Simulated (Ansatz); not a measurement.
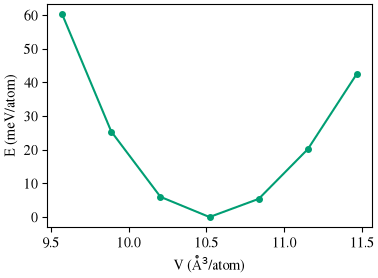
Figure. AlSi$_{3}$C$_{3}$N in space group P3m1 (No. 156; Pearson symbol hP8) under volume change, PBEsol in the plane-wave PAW code Ansatz, shape and atoms relaxed at each volume.

What does a third-order Birch–Murnaghan fit give for V₀, B₀ and B′?

V₀ = 10.52 Å³/atom, B₀ = 187 GPa, B′ = 4.9.

The start of the workflow was typed in or built on a structure type; neither database checked (COD, Materials Project) lists it. Its standing as an ambient phase is unchecked. Symmetry was held in the PBEsol relaxation; its stability against distortions is not shown here.

Potentials: the earlier of the program's two PAW sets. The files were generated under PBE; for other functionals the program regenerates the frozen cores, and for LDA and PBEsol the local potential too.
